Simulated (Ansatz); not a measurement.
Nudged elastic band of SnNH$_{3}$S$_{2}$

System: SnNH$_{3}$S$_{2}$.
Method: HF/LANL2DZ, RHF, core potentials LANL2DZ (Ansatz 0.2.0).

The starting geometry was optimised with HF/LANL2DZ. Figures and captions count atoms from 1; the log counts them from 0 in places.

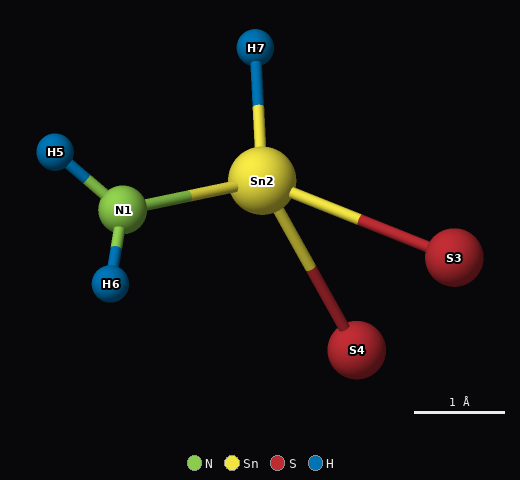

*The starting structure (ball-and-stick view, seen at a tilt; atoms are numbered from 1 in the order of the input). Sticks mark near contacts.*

Bond lengths as drawn: H–N 1.00 Å, H–Sn 1.68 Å, N–Sn 1.93 Å and S–Sn 2.45 Å.

## Results in brief

- outcome: converged
- barrier, forward: 0.186 eV
- barrier, backward: 0.186 eV
- dipole moment (one image of the band): 5.95 D
- hardware: 1 thread of Intel Xeon (Granite Rapids), 64 GiB of memory available, shared host
- wall time: 23 s
- peak memory: 0.1 GiB

## The input
```yaml
crystal:
  periodic: [false, false, false]
  atoms:
    - {symbol: "N", position_ang: [-0.873602, 1.054975, -0.188126]}
    - {symbol: Sn, position_ang: [0.622129, -0.147887, -0.021484]}
    - {symbol: S, position_ang: [0.503818, -1.920666, 1.660978]}
    - {symbol: S, position_ang: [0.326102, -2.481025, -0.701459]}
    - {symbol: H, position_ang: [-0.775365, 2.018484, -0.429242]}
    - {symbol: H, position_ang: [-1.822692, 0.780540, -0.044234]}
    - {symbol: H, position_ang: [2.080810, 0.627579, -0.322132]}
basis:
  gaussian:
    orbitals: LANL2DZ.json
hamiltonian:
  xc: hf
neb:
  images: 7
  max_iterations: 60
  final_atoms:
    - {symbol: "N", position_ang: [-0.645302, 1.285812, 0.026534]}
    - {symbol: Sn, position_ang: [0.711936, -0.081629, -0.011458]}
    - {symbol: S, position_ang: [0.685256, -1.794658, 1.737007]}
    - {symbol: S, position_ang: [0.036622, -2.375192, -0.536446]}
    - {symbol: H, position_ang: [-1.581631, 1.125878, 0.333964]}
    - {symbol: H, position_ang: [-0.481579, 2.227711, -0.260014]}
    - {symbol: H, position_ang: [2.177481, 0.508214, -0.580082]}
```

Launched with:
```bash
ansatz run run.yaml --threads 1 --pin off --max-ram 2610MiB --events-out events.jsonl --progress --plain --runs-dir runs
```

## Output
```
Functional definition: HF
  name "HF"
  exchange = exact_x
  correlation = 0
614 factors; integrals over basis functions are off by at most 1.4e-4 eV
mean field evaluation 1: about -2153.0510 eV, gradient 2.9e1 eV
mean field evaluation 2: about -2153.0511 eV, gradient 2.9e1 eV
mean field evaluation 4: about -2155.2131 eV, gradient 2.2e0 eV
mean field evaluation 8: about -2155.2321 eV, gradient 5.0e-4 eV
mean field -2155.23207882 eV, -79.2033180280 hartree, gradient 2.2e-5 eV, S^2 0.000000; 0 other end points of the search recorded, 0 dependent functions left out
the calculation of the forces begins
reference -2155.23207882 eV, -79.2033180280 hartree; 13, 13 occupied and 26, 26 virtual orbitals, 614 factors
614 factors; integrals over basis functions are off by at most 1.4e-4 eV
mean field evaluation 16: about -2154.6381 eV, gradient 1.6e1 eV
mean field -2155.23210671 eV, -79.2033190526 hartree, gradient 2.2e-5 eV, S^2 0.000000; 0 other end points of the search recorded, 0 dependent functions left out
[... from here on the field's lines of each further geometry are left out, up to the last ...]
NEB iter   1: max|band force component| = 8.464e-1 eV/Å  barrier→ = 0.2732 eV  barrier← = 0.2732 eV  Δτ_max = 0.1879 Å  (294 SCF iters)
NEB iter   2: max|band force component| = 7.802e-1 eV/Å  barrier→ = 0.2879 eV  barrier← = 0.2879 eV  Δτ_max = 0.1125 Å  (241 SCF iters)
NEB iter   3: max|band force component| = 3.282e-1 eV/Å  barrier→ = 0.2004 eV  barrier← = 0.2004 eV  CI = image 4  Δτ_max = 0.0389 Å  (245 SCF iters)
NEB iter   4: max|band force component| = 2.257e-1 eV/Å  barrier→ = 0.1917 eV  barrier← = 0.1918 eV  CI = image 4  Δτ_max = 0.0219 Å  (195 SCF iters)
NEB iter   5: max|band force component| = 1.545e-1 eV/Å  barrier→ = 0.1880 eV  barrier← = 0.1880 eV  CI = image 4  Δτ_max = 0.0295 Å  (199 SCF iters)
NEB iter   6: max|band force component| = 9.112e-2 eV/Å  barrier→ = 0.1860 eV  barrier← = 0.1860 eV  CI = image 4  Δτ_max = 0.0080 Å  (202 SCF iters)
the calculation of the forces begins
reference -2155.18447050 eV, -79.2015684543 hartree; 13, 13 occupied and 26, 26 virtual orbitals, 614 factors
these checks for a lower state are left out or cut short: stability, starts, cluster_reference, orbital_swaps, neighbouring_geometries, increment
614 factors; integrals over basis functions are off by at most 1.4e-4 eV
mean field evaluation 704: about -2155.2268 eV, gradient 1.9e-4 eV
mean field -2155.22680215 eV, -79.2031241140 hartree, gradient 1.5e-6 eV, S^2 0.000000; 0 other end points of the search recorded, 0 dependent functions left out
the calculation of the forces begins
reference -2155.22680215 eV, -79.2031241140 hartree; 13, 13 occupied and 26, 26 virtual orbitals, 614 factors
NEB iter   7: max|band force component| = 4.448e-2 eV/Å  barrier→ = 0.1857 eV  barrier← = 0.1857 eV  CI = image 4  Δτ_max = 0.0000 Å  (1133 SCF iters)
```

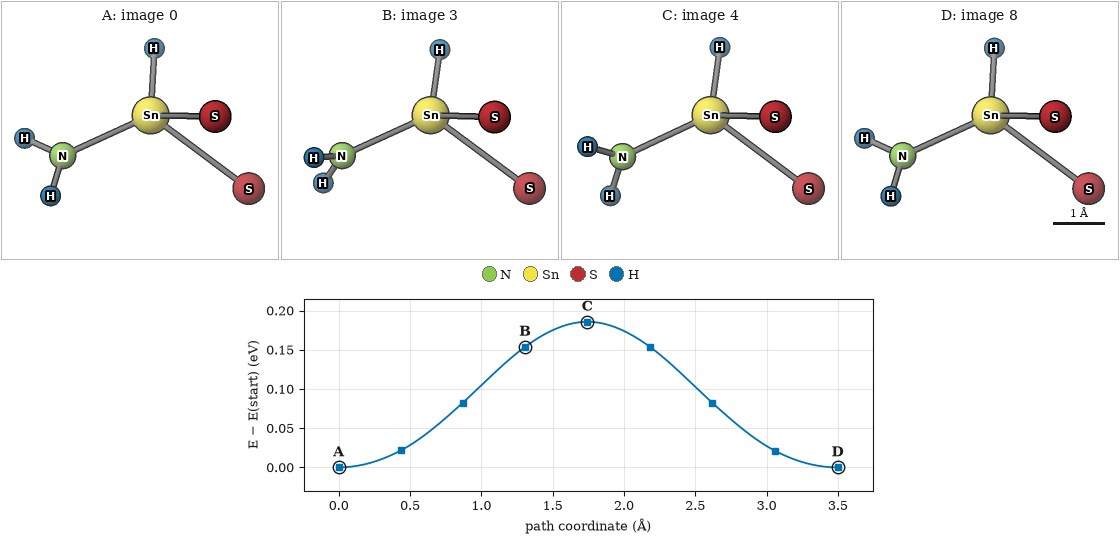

*Images of the last band (counted from 0; ball-and-stick, seen at a tilt) above the energy along the path; the line is a cubic interpolation that uses the forces.*

The highest image is number 4, 0.186 eV above the start and 0.186 eV above the end (the climbing image); start and end have the same energy. The path is 3.50 Å long. The band converged in 7 iterations.

```
Total energy: -2155.04637585 eV, -79.1964935696 hartree
Atom 0 at    -0.914393     1.062877    -0.144796 Å, force    -0.015283     0.021554    -0.001952 eV/Å
Atom 1 at     0.644038    -0.076231     0.040077 Å, force     0.007326    -0.016511    -0.010145 eV/Å
Atom 2 at     0.428805    -2.104434     1.394674 Å, force    -0.003095     0.000830     0.003680 eV/Å
Atom 3 at     0.574054    -2.284343    -1.017231 Å, force     0.002284    -0.002209    -0.001529 eV/Å
Atom 4 at    -1.350695     1.256431    -1.022512 Å, force     0.008840    -0.006528     0.024303 eV/Å
Atom 5 at    -1.455690     1.379465     0.632722 Å, force     0.001457    -0.003583    -0.015364 eV/Å
Atom 6 at     2.135081     0.698234     0.071367 Å, force    -0.001530     0.006447     0.001006 eV/Å
Dipole moment:    -0.067282     1.233650    -0.095021 e Å
this run last wrote the band of iteration 7 to runs//neb_band.json
```

## The last band as extended XYZ (Å, eV, eV/Å)
```
7
Properties=species:S:1:pos:R:3:forces:R:3 image=0 energy=-2155.23208
N    -0.8736    1.0550   -0.1881   -0.0052   0.0055  -0.0026
Sn    0.6221   -0.1479   -0.0215    0.0098   0.0015  -0.0049
S     0.5038   -1.9207    1.6610    0.0022  -0.0044   0.0037
S     0.3261   -2.4810   -0.7015   -0.0033  -0.0014   0.0002
H    -0.7754    2.0185   -0.4292   -0.0047   0.0000   0.0005
H    -1.8227    0.7805   -0.0442    0.0008   0.0007  -0.0003
H     2.0808    0.6276   -0.3221    0.0004  -0.0018   0.0034
7
Properties=species:S:1:pos:R:3:forces:R:3 image=1 energy=-2155.21047
N    -0.8814    1.0562   -0.1523   -0.0426   0.0351  -0.0039
Sn    0.6320   -0.1266    0.0017    0.0174  -0.0241  -0.0194
S     0.4279   -1.9526    1.5969    0.0132   0.0020   0.0179
S     0.4359   -2.4534   -0.7842   -0.0099  -0.0027   0.0172
H    -0.8680    1.9098   -0.6692    0.0405   0.0369   0.0461
H    -1.7810    0.8471    0.2273   -0.0117  -0.0495  -0.0419
H     2.0958    0.6514   -0.2659   -0.0068   0.0023  -0.0160
7
Properties=species:S:1:pos:R:3:forces:R:3 image=2 energy=-2155.14939
N    -0.8898    1.0635   -0.1371   -0.0361   0.0398  -0.0045
Sn    0.6400   -0.1042    0.0224    0.0171  -0.0263  -0.0263
S     0.3958   -1.9950    1.5284    0.0068   0.0118   0.0269
S     0.5010   -2.4041   -0.8643   -0.0055  -0.0121   0.0267
H    -1.0093    1.7320   -0.8691    0.0692   0.0739   0.0631
H    -1.6991    0.9778    0.4412   -0.0435  -0.0901  -0.0463
H     2.1226    0.6619   -0.1671   -0.0081   0.0031  -0.0395
7
Properties=species:S:1:pos:R:3:forces:R:3 image=3 energy=-2155.07826
N    -0.9012    1.0676   -0.1382   -0.0371   0.0356   0.0015
Sn    0.6434   -0.0874    0.0346    0.0119  -0.0179  -0.0229
S     0.4019   -2.0472    1.4609    0.0004   0.0115   0.0214
S     0.5432   -2.3455   -0.9419   -0.0004  -0.0109   0.0204
H    -1.1756    1.5056   -0.9930    0.0628   0.0594   0.0351
H    -1.5888    1.1637    0.5796   -0.0366  -0.0783  -0.0213
H     2.1383    0.6752   -0.0478   -0.0011   0.0004  -0.0342
7
Properties=species:S:1:pos:R:3:forces:R:3 image=4 energy=-2155.04638
N    -0.9144    1.0629   -0.1448   -0.0153   0.0216  -0.0020
Sn    0.6440   -0.0762    0.0401    0.0073  -0.0165  -0.0101
S     0.4288   -2.1044    1.3947   -0.0031   0.0008   0.0037
S     0.5741   -2.2843   -1.0172    0.0023  -0.0022  -0.0015
H    -1.3507    1.2564   -1.0225    0.0088  -0.0065   0.0243
H    -1.4557    1.3795    0.6327    0.0015  -0.0036  -0.0154
H     2.1351    0.6982    0.0714   -0.0015   0.0064   0.0010
7
Properties=species:S:1:pos:R:3:forces:R:3 image=5 energy=-2155.07821
N    -0.9252    1.0465   -0.1471   -0.0159   0.0201  -0.0172
Sn    0.6437   -0.0721    0.0447    0.0141  -0.0202   0.0075
S     0.4616   -2.1647    1.3272   -0.0050  -0.0147  -0.0126
S     0.5978   -2.2261   -1.0930    0.0071   0.0047  -0.0234
H    -1.5181    1.0125   -0.9501   -0.0426  -0.0705   0.0368
H    -1.3081    1.5989    0.5912    0.0483   0.0685  -0.0272
H     2.1096    0.7371    0.1815   -0.0059   0.0120   0.0360
7
Properties=species:S:1:pos:R:3:forces:R:3 image=6 energy=-2155.14979
N    -0.9339    1.0246   -0.1422   -0.0394   0.0172  -0.0205
Sn    0.6414   -0.0749    0.0541    0.0220  -0.0154   0.0187
S     0.4823   -2.2224    1.2589   -0.0088  -0.0207  -0.0188
S     0.6312   -2.1768   -1.1656    0.0133   0.0064  -0.0267
H    -1.6643    0.8085   -0.7879   -0.0458  -0.0763   0.0624
H    -1.1627    1.7903    0.4558    0.0719   0.0770  -0.0542
H     2.0673    0.7827    0.2810   -0.0131   0.0118   0.0392
7
Properties=species:S:1:pos:R:3:forces:R:3 image=7 energy=-2155.21091
N    -0.9461    1.0028   -0.1247   -0.0375   0.0109  -0.0031
Sn    0.6344   -0.0830    0.0728    0.0081  -0.0041   0.0101
S     0.4729   -2.2728    1.1878   -0.0108  -0.0072  -0.0129
S     0.7051   -2.1379   -1.2304    0.0162   0.0026  -0.0142
H    -1.7837    0.6722   -0.5563   -0.0170  -0.0348   0.0480
H    -1.0383    1.9255    0.2444    0.0492   0.0278  -0.0458
H     2.0170    0.8251    0.3607   -0.0083   0.0047   0.0178
7
Properties=species:S:1:pos:R:3:forces:R:3 image=8 energy=-2155.23211
N    -0.8749    1.0536   -0.1911    0.0007  -0.0005   0.0001
Sn    0.6233   -0.1463   -0.0207   -0.0004   0.0004  -0.0001
S     0.5057   -1.9208    1.6615    0.0000  -0.0001   0.0002
S     0.3274   -2.4789   -0.7014   -0.0001   0.0000  -0.0001
H    -1.8238    0.7749   -0.0542   -0.0001   0.0001   0.0001
H    -0.7792    2.0190   -0.4257   -0.0001   0.0000  -0.0002
H     2.0826    0.6305   -0.3142    0.0000   0.0001   0.0000
```

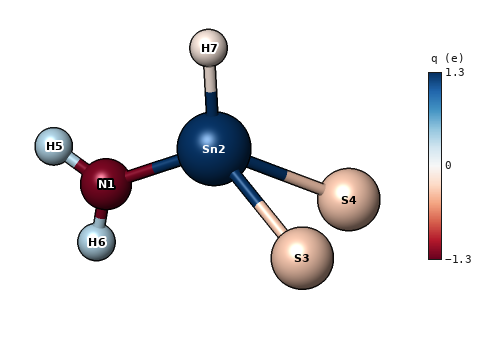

*Mulliken charges, as the colour of each atom (ball-and-stick view, seen at a tilt; atoms are numbered from 1 in the order of the input).*

By element: N −1.22, Sn +1.27, S −0.34 and H −0.14 to +0.39 e.
